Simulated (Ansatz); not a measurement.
# MoF2: the cost of one run

Method: DFT PBE, scalar-relativistic, plane waves, PAW, in Ansatz 0.2.0.

## (1) The structure to begin with

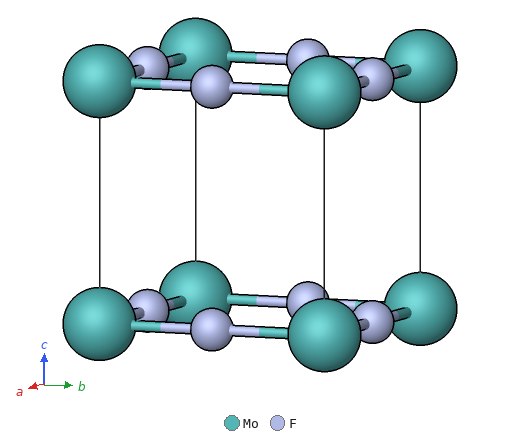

The starting structure, seen slightly off an axis (molybdenum teal, fluorine light blue). Atoms on the faces are drawn again on the opposite ones.

As a file:

```xyz
3
Lattice="4.0800 0.0000 0.0000 0.0000 4.0800 0.0000 0.0000 0.0000 4.0800" Properties=species:S:1:pos:R:3 pbc="T T T"
Mo    0.0000    0.0000    0.0000
F     2.0400    0.0000    0.0000
F     0.0000    2.0400    0.0000
```

The cell is invented: ordered vacancies on the anion sites of rhenium trioxide (P4/mmm, No. 123). Its size is a rough estimate.

## (2) The guess as it stands, on a coarse mesh

Input file input.yaml:

```yaml
crystal:
  lattice:
    - [4.08, 0.0, 0.0]
    - [0.0, 4.08, 0.0]
    - [0.0, 0.0, 4.08]
  atoms:
    - { symbol: Mo, position: [0.0, 0.0, 0.0], spin: 1.0 }
    - { symbol: F, position: [0.5, 0.0, 0.0] }
    - { symbol: F, position: [0.0, 0.5, 0.0] }
basis:
  ecutwfc: 420
kpoints:
  mp_grid: { grid: [4, 4, 4] }
hamiltonian:
  xc: pbe
scf:
  occupations: { method: gaussian, width: 0.1 }
  lower_state_search: "off"
output:
  forces: true
  stress: true
  eigenvalues: true
  populations: true
magnetization:
  spin_polarized: true
```

On the command line:

```
$ ansatz run input.yaml --threads 1 --pin off --max-ram 2048MiB --backend cpu --events-out ev --progress --plain --runs-dir out
```

Q: Estimate wall time and peak memory on 1 thread of Arm Neoverse V1, shared host.

About 6 s, with a peak of 0.31 GiB.
